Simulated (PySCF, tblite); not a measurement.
**C3H11AlF2P2: geometry, infrared bands and NMR shifts**

What infrared bands and NMR shifts should C3H11AlF2P2 (`[CH3][Al-]([CH3])([CH3])[P+](F)(F)P`) show?

The runs use tblite 0.8.0 and PySCF 2.14.0, with density-fitted response routines of our own; the level of theory stands in each step. All values are computed, except where a source is named. Atoms are numbered from 0 throughout.

## 1. The starting structure

19 atoms, charge 0, multiplicity 1; geometry from: force field or distance geometry start.

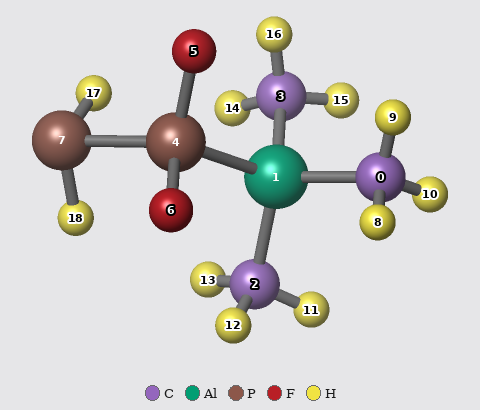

As it starts; carbon purple, aluminium teal, phosphorus brown, fluorine red, hydrogen yellow, atoms numbered.

## 2. Relaxing the molecule with GFN2-xTB

What the job is given:

```
{"job": {"kind": "relax", "xc": "GFN2-xTB", "basis": "xTB"}, "charge": 0, "multiplicity": 1}
C     -1.232900    -1.166200     1.652000
Al    -0.312800    -0.261200     0.134100
C     -1.589700     0.862800    -0.856600
C      0.460300    -1.629300    -1.083100
P      1.370800     1.044600     0.972100
F      2.451800     0.091400     1.807200
F      0.723800     2.202000     1.986800
P      2.397500     2.029600    -0.660900
H     -1.662100    -0.398600     2.332000
H     -0.522000    -1.792800     2.215700
H     -2.060300    -1.802500     1.253000
H     -2.558000     0.313300    -0.980900
H     -1.784800     1.806400    -0.286900
H     -1.174300     1.107000    -1.860300
H      0.692500    -1.161100    -2.050900
H     -0.276600    -2.453600    -1.208000
H      1.390800    -2.043400    -0.623900
H      2.515700     0.802300    -1.448000
H      1.160700     2.458500    -1.300800
```

Command:

```
> OMP_NUM_THREADS=1 python probes_run.py task.json out
```

One launch serves the whole session: the jobs run in the order shown.

**Question.** This job is followed by: GFN2-xTB harmonic vibrations, gas phase; GIAO PBE0/pcSseg-1 NMR shielding, non-relativistic, gas phase. What will the session give for the following? strongest single infrared mode (GFN2-xTB); zero-point energy (GFN2-xTB); 13C shifts against TMS (PBE0/pcSseg-1, means over atoms taken as alike); 1H shifts against TMS (PBE0/pcSseg-1, means over atoms taken as alike); 27Al shifts against AlH4- (PBE0/pcSseg-1); 31P shifts against H3PO4 (PBE0/pcSseg-1); 19F shifts against CFCl3 (PBE0/pcSseg-1, means over atoms taken as alike).

As calculated:

| quantity | value |
| --- | --- |
| strongest single infrared mode (GFN2-xTB) | 624 cm⁻¹, 366 km/mol |
| zero-point energy (GFN2-xTB) | 78.8 kcal/mol |
| 13C shifts against TMS (PBE0/pcSseg-1, means over atoms taken as alike) | -7.9 ppm |
| 1H shifts against TMS (PBE0/pcSseg-1, means over atoms taken as alike) | 2.55, -0.30 ppm |
| 27Al shifts against AlH4- (PBE0/pcSseg-1) | 147.2 ppm |
| 31P shifts against H3PO4 (PBE0/pcSseg-1) | 290.7, -195.1 ppm |
| 19F shifts against CFCl3 (PBE0/pcSseg-1, means over atoms taken as alike) | -106.9 ppm |

**Reading.** Relaxing lowered the energy by 1.789 eV in 104 steps; the close pair that moved most is Al1–P4, from 2.290 to 2.605 Å. All 51 modes are real, so the xTB geometry is a minimum. The strongest single mode, at 624 cm⁻¹, has its largest shares on Al1, H10, H15 and H11 (the list is cut at 4 atoms). GFN2-xTB is a fitted tight-binding method: band positions and strengths are rough. Its intensities can rank the bands wrongly. At PBE0/pcSseg-1: Shielding is most anisotropic at P4 (span 375 ppm, paramagnetic term -938 ppm).
